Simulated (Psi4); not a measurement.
## Run report: CH$_{3}$FO, excited-state calculation

CH$_{3}$FO, SMILES OCF, computed with TDA (BLYP)/def2-SVP, RKS (Psi4 1.11).

The geometry was optimised with BLYP/def2-SVP.

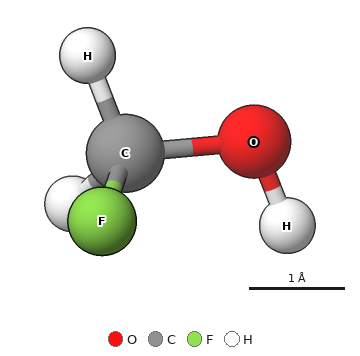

Figure 1. The structure as given in the input (ball-and-stick view, seen at a tilt). Bond lengths as drawn: C–F 1.40 Å, C–H 1.11 to 1.12 Å, C–O 1.39 Å and H–O 0.98 Å.

**The input (calc.py)**
```python
import psi4

psi4.set_memory('1600 MB')
psi4.set_num_threads(1)
psi4.set_output_file('run.log', False)

mol = psi4.geometry("""
0 1
O     -1.47672648    -1.36174798    -0.47503179
C      0.51613712     0.06128571     0.45521613
F     -0.10597584     2.62482581     0.64803244
H     -1.73365364    -0.90566825    -2.24809568
H      2.24382679    -0.04027951    -0.75471315
H      0.93243433    -0.66117360     2.38190340
units au
""")

psi4.set_options({
    'basis': 'def2-SVP',
    'save_jk': True,
})

from psi4.driver.procrouting.response.scf_response import tdscf_excitations
energy_value, wavefunction = psi4.energy("BLYP", return_wfn=True)
states = tdscf_excitations(wavefunction, states=6, tda=True)
for k, s in enumerate(states, 1):
    print(f"root {k}: {s['EXCITATION ENERGY'] * 27.211386:.4f} eV  f = {s['OSCILLATOR STRENGTH (LEN)']:.4f}  {s['SYMMETRY']}")
print('E =', round(energy_value, 9))
```

Machine: 1 thread of Intel Xeon (Granite Rapids), 16 GiB of memory available, shared host.

Command:
```bash
python calc.py
```

**What the program printed**
```
Remigio,

    h
    h
    h

    -----------------------------------------------------------------------

    Memory:     1.5 GiB
    Threads:    1
                ecpint, einsums, f̶o̶r̶t̶e̶, gauxc, gcp, g̶d̶m̶a̶, geometric, g̶p̶u̶_̶d̶f̶c̶c̶,
                i̶n̶t̶e̶g̶r̶a̶t̶o̶r̶x̶x̶, i̶p̶i̶, libefp, m̶d̶i̶, m̶p̶2̶d̶, m̶r̶c̶c̶, ooo,
                o̶p̶e̶n̶f̶e̶r̶m̶i̶o̶n̶p̶s̶i̶4̶, pcmsolver, p̶s̶i̶4̶f̶o̶c̶k̶c̶i̶, p̶s̶i̶x̶a̶s̶,
                p̶y̶e̶i̶n̶s̶u̶m̶s̶, r̶e̶s̶p̶, s̶i̶m̶i̶n̶t̶, s̶n̶s̶m̶p̶2̶,
                v̶2̶r̶d̶m̶_̶c̶a̶s̶s̶c̶f̶

   => Loading Basis Set <=

    Name: DEF2-SVP
    Role: ORBITAL
    Keyword: BASIS

         ---------------------------------------------------------
                                   SCF
                              RKS Reference
                        1 Threads,   1525 MiB Core
         ---------------------------------------------------------

  ==> Geometry <==

    Molecular point group: c1
    Full point group: C1

    Geometry (in Bohr), charge = 0, multiplicity = 1:

       Center              X                  Y                   Z               Mass
    ------------   -----------------  -----------------  -----------------  -----------------
         O           -1.117128367195    -1.905609073737    -0.665974023804    15.994914619570
         C            0.875735232805    -0.482575383737     0.264273896196    12.000000000000
         F            0.253622272805     2.080964716263     0.457090206196    18.998403162730
         H           -1.374055527195    -1.449529343737    -2.439037913804     1.007825032230
         H            2.603424902805    -0.584140603737    -0.945655383804     1.007825032230
         H            1.292032442805    -1.205034693737     2.190961166196     1.007825032230

  Running in c1 symmetry.

  Rotational constants: A =      1.50862  B =      0.33446  C =      0.29636 [cm^-1]
  Rotational constants: A =  45227.33466  B =  10026.95627  C =   8884.60623 [MHz]
  Nuclear repulsion =   78.292822301164179

  Charge       = 0
  Multiplicity = 1
  Electrons    = 26
  Nalpha       = 13
  Nbeta        = 13

  ==> Algorithm <==

  SCF Algorithm Type is DF.
  DIIS enabled.
  MOM disabled.
  Fractional occupation disabled.
  Guess Type is SAD.
  Energy threshold   = 1.00e-06
  Density threshold  = 1.00e-06
  Integral threshold = 1.00e-12

  ==> Primary Basis <==

  Basis Set: DEF2-SVP
    Blend: DEF2-SVP
    Number of shells: 27
    Number of basis functions: 57
    Number of Cartesian functions: 60
    Spherical Harmonics?: true
    Max angular momentum: 2

  ==> DFT Potential <==

   => LibXC <=

    Version 7.1.2

   => Composite Functional: BLYP <=

    BLYP GGA Exchange-Correlation Functional

    Deriv               =              1
    GGA                 =           TRUE
    Meta                =          FALSE

    Exchange Hybrid     =          FALSE
    MP2 Hybrid          =          FALSE

   => Exchange Functionals <=

    1.0000     XC_GGA_X_B88

   => Correlation Functionals <=

    1.0000     XC_GGA_C_LYP

   => LibXC Density Thresholds  <==

    XC_GGA_C_LYP:  1.00E-14
    XC_GGA_X_B88:  1.00E-15

   => Molecular Quadrature <=

    Radial Scheme          =       TREUTLER
    Pruning Scheme         =           NONE
    Nuclear Scheme         =       TREUTLER

    Blocking Scheme        =         OCTREE
    BS radius alpha        =              1
    Pruning alpha          =              1
    Radial Points          =             75
    Spherical Points       =            302
    Total Points           =         130598
    Total Blocks           =           1038
    Max Points             =            255
    Max Functions          =             57
    Weights Tolerance      =       1.00E-15

   => Loading Basis Set <=

    Name: (DEF2-SVP AUX)
    Role: JKFIT
    Keyword: DF_BASIS_SCF

  ==> Integral Setup <==

  DFHelper Memory: AOs need 0.008 GiB; user supplied 0.921 GiB.
  SCF_SUBTYPE=INCORE selected. In-core MEM_DF algorithm will be used.
  Using in-core AOs.

  ==> MemDFJK: Density-Fitted J/K Matrices <==

    J tasked:                   Yes
    K tasked:                    No
    wK tasked:                   No
    Memory [MiB]:               943
    Algorithm:                 Core
    Schwarz Cutoff:           1E-12
    Mask sparsity (%):       0.0616
    Fitting Condition:        1E-10

   => Auxiliary Basis Set <=

  Basis Set: (DEF2-SVP AUX)
    Blend: DEF2-UNIVERSAL-JKFIT
    Number of shells: 93
    Number of basis functions: 283
    Number of Cartesian functions: 335
    Spherical Harmonics?: true
    Max angular momentum: 4

  Cached 100.0% of DFT collocation blocks in 0.197 [GiB].

  Minimum eigenvalue in the overlap matrix is 1.1657585524E-02.
  Reciprocal condition number of the overlap matrix is 2.4950543881E-03.
    Using symmetric orthogonalization.

  ==> Pre-Iterations <==

  SCF Guess: Superposition of Atomic Densities via on-the-fly atomic UHF (no occupation information).

   -------------------------
    Irrep   Nso     Nmo
   -------------------------
     A         57      57
   -------------------------
    Total      57      57
   -------------------------

  ==> Iterations <==

                           Total Energy        Delta E     RMS |[F,P]|

   @DF-RKS iter SAD:  -214.39758707551368   -2.14398e+02   0.00000e+00
   @DF-RKS iter   1:  -214.57588156358588   -1.78294e-01   1.14913e-02 DIIS/ADIIS
   @DF-RKS iter   2:  -214.27089498674451    3.04987e-01   1.90526e-02 DIIS/ADIIS
   @DF-RKS iter   3:  -214.74477704122734   -4.73882e-01   2.71258e-03 DIIS/ADIIS
   @DF-RKS iter   4:  -214.75358649245209   -8.80945e-03   9.27461e-04 DIIS/ADIIS
   @DF-RKS iter   5:  -214.75455267674280   -9.66184e-04   2.49849e-04 DIIS/ADIIS
   @DF-RKS iter   6:  -214.75461289258561   -6.02158e-05   1.08952e-04 DIIS/ADIIS
   @DF-RKS iter   7:  -214.75462782281201   -1.49302e-05   7.91165e-06 DIIS
   @DF-RKS iter   8:  -214.75462790718197   -8.43700e-08   8.58729e-07 DIIS
  Energy and wave function converged.

  ==> Post-Iterations <==

   Electrons on quadrature grid:
      Ntotal   =   26.0000018543 ; deviation = 1.854e-06

    Orbital Energies [Eh]
    ---------------------

    Doubly Occupied:

       1A    -24.263477     2A    -18.801974     3A    -10.042400
       4A     -1.054139     5A     -0.930116     6A     -0.601371
       7A     -0.483320     8A     -0.435518     9A     -0.425450
      10A     -0.335112    11A     -0.301343    12A     -0.275280
      13A     -0.251839

    Virtual:

      14A      0.020639    15A      0.064988    16A      0.096645
      17A      0.106740    18A      0.185748    19A      0.395375
      20A      0.426205    21A      0.463833    22A      0.531921
      23A      0.550730    24A      0.570878    25A      0.583439
      26A      0.868214    27A      0.889090    28A      0.936197
      29A      1.074969    30A      1.141328    31A      1.210607
      32A      1.301572    33A      1.327089    34A      1.369205
      35A      1.455725    36A      1.510359    37A      1.656959
      38A      1.722207    39A      1.752082    40A      1.777596
      41A      1.828417    42A      1.983906    43A      2.013838
      44A      2.095013    45A      2.209423    46A      2.590598
      47A      2.664986    48A      2.777079    49A      2.878271
      50A      2.975887    51A      3.028108    52A      3.052942
      53A      3.147940    54A      3.256694    55A      3.339416
      56A      3.630086    57A      3.656119

    Final Occupation by Irrep:
              A
    DOCC [    13 ]
    NA   [    13 ]
    NB   [    13 ]

  @DF-RKS Final Energy:  -214.75462790718197

   => Energetics <=

    Nuclear Repulsion Energy =             78.2928223011641791
    One-Electron Energy =                -451.3531168519716061
    Two-Electron Energy =                 183.8413139789460615
    DFT Exchange-Correlation Energy =     -25.5356473353205935
    Empirical Dispersion Energy =           0.0000000000000000
    VV10 Nonlocal Energy =                  0.0000000000000000
    Total Energy =                       -214.7546279071819697

Computation Completed

Properties will be evaluated at   0.000000,   0.000000,   0.000000 [a0]

Properties computed using the SCF density matrix

 Multipole Moments:

 ------------------------------------------------------------------------------------
     Multipole            Electronic (a.u.)      Nuclear  (a.u.)        Total (a.u.)
 ------------------------------------------------------------------------------------

 L = 1.  Multiply by 2.5417464519 to convert [e a0] to [Debye]
 Dipole X            :         -0.7854534            1.1213867            0.3359334
 Dipole Y            :          2.3640947           -2.6503471           -0.2862524
 Dipole Z            :          0.3303002           -0.8220691           -0.4917689
 Magnitude           :                                                    0.6607786

 ------------------------------------------------------------------------------------

	total time  =          2 seconds =       0.03 minutes

******************************************************************************************
**********                               WARNING                                **********
**********       The names of excited state variables changed between 1.5       **********
**********     and 1.6. For a quick solution, remove the symmetry specifier     **********
**********   from the variable name. For full details, see 'Notes on Psivars'   **********
**********                        in the documentation.                         **********
******************************************************************************************

         ---------------------------------------------------------
                         TDSCF excitation energies
         ---------------------------------------------------------

  ==> Options <==

     Residual threshold  : 1.0000e-04
     Initial guess       : denominators
     Reference           : RHF
     Solver type         : TDA (Davidson)

  ==> Requested Excitations <==

      6 singlet states with A symmetry

  ==> Seeking the lowest 6 singlet states with A symmetry

                         Generalized Davidson Solver

  ==> Options <==

    Max number of iterations        = 60
    Eigenvector tolerance           = 1.0000e-04
    Max number of expansion vectors = 1200

  => Iterations <=
                           Max[D[value]]     Max[|R|]   # vectors
  DavidsonSolver iter   1:   3.58609e-01  5.01154e-02     24
  DavidsonSolver iter   2:   1.85372e-03  9.01366e-03     30
  DavidsonSolver iter   3:   5.88357e-05  8.35985e-04     36
  DavidsonSolver iter   4:   3.48101e-07  4.21357e-05     42      Converged

******************************************************************************************
**********                               WARNING                                **********
**********  Length-gauge rotatory strengths are **NOT** gauge-origin invariant  **********
******************************************************************************************

                                    Excitation Energy         Total Energy        Oscillator Strength             Rotatory Strength
     #   Sym: GS->ES (Trans)        au              eV              au          au (length)    au (velocity)    au (length)    au (velocity)
    ---- -------------------- --------------- --------------- --------------- --------------- --------------- --------------- ---------------
     1        A->A (1 A)       0.27921         7.59764        -214.47542       0.0090          0.0129          0.0417          0.0751
     2        A->A (1 A)       0.30070         8.18242        -214.45393       0.0108          0.0219         -0.0384         -0.0649
     3        A->A (1 A)       0.32225         8.76885        -214.43238       0.0360          0.0296         -0.0063         -0.0108
     4        A->A (1 A)       0.32802         8.92578        -214.42661       0.0135          0.0139          0.0098          0.0246
     5        A->A (1 A)       0.34487         9.38436        -214.40976       0.0494          0.0269         -0.0431         -0.0275
     6        A->A (1 A)       0.35673         9.70724        -214.39789       0.0435          0.0349         -0.0577         -0.0513

Contributing excitations
Only contributions with abs(coeff) > 1.00e-01 will be printed:

Excited State    1 (1 A):   0.27921 au   163.19 nm f = 0.0090
  Sums of squares: Xssq =  1.000000e+00
     13a  ->  14a    -0.994579 (98.919%)

Excited State    2 (1 A):   0.30070 au   151.53 nm f = 0.0108
  Sums of squares: Xssq =  1.000000e+00
     12a  ->  14a    -0.988702 (97.753%)

Excited State    3 (1 A):   0.32225 au   141.39 nm f = 0.0360
  Sums of squares: Xssq =  1.000000e+00
     11a  ->  14a    -0.104466 ( 1.091%)
     13a  ->  15a     0.972447 (94.565%)
     13a  ->  16a    -0.138923 ( 1.930%)

Excited State    4 (1 A):   0.32802 au   138.91 nm f = 0.0135
  Sums of squares: Xssq =  1.000000e+00
     11a  ->  14a    -0.980834 (96.203%)
     13a  ->  15a    -0.102032 ( 1.041%)
     13a  ->  17a     0.102432 ( 1.049%)

Excited State    5 (1 A):   0.34487 au   132.12 nm f = 0.0494
  Sums of squares: Xssq =  1.000000e+00
     10a  ->  14a    -0.103385 ( 1.069%)
     12a  ->  15a     0.982879 (96.605%)

Excited State    6 (1 A):   0.35673 au   127.72 nm f = 0.0435
  Sums of squares: Xssq =  1.000000e+00
     10a  ->  14a    -0.106954 ( 1.144%)
     11a  ->  15a    -0.189558 ( 3.593%)
     12a  ->  16a    -0.280184 ( 7.850%)
     13a  ->  15a     0.108800 ( 1.184%)
     13a  ->  16a     0.919801 (84.603%)

******************************************************************************************
**********                               WARNING                                **********
**********       The names of excited state variables changed between 1.5       **********
**********     and 1.6. For a quick solution, remove the symmetry specifier     **********
**********   from the variable name. For full details, see 'Notes on Psivars'   **********
**********                        in the documentation.                         **********
******************************************************************************************
```

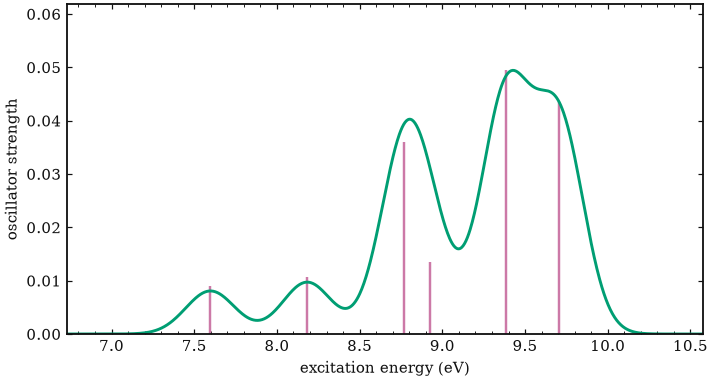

Figure 2. Computed excitations as sticks (degenerate states added up, dark ones marked on the axis), with a Gaussian envelope of 0.35 eV full width at half maximum, scaled to the tallest. Of the 6 states the lowest lies at 7.60 eV (f = 0.009); the strongest line is at 9.38 eV, or 132 nm (f = 0.049).

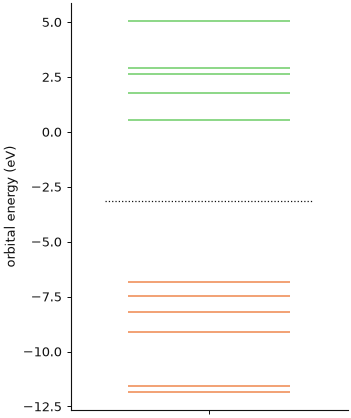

Figure 3. Orbital energies near the frontier; the dotted line parts filled from empty levels, and levels within 0.02 eV of each other stand side by side. Highest filled −6.85 eV, lowest empty 0.56 eV, 7.41 eV apart.

**Results in brief**

| quantity | value |
| --- | --- |
| outcome | converged |
| total energy | −214.754628 hartree |
| basis functions | 57 |
| HOMO | −6.85 eV |
| LUMO | 0.56 eV |
| dipole moment | 1.68 D |
| lowest excitation | 7.60 eV |
| wall time | 6.3 s |
| peak memory | 0.42 GiB |
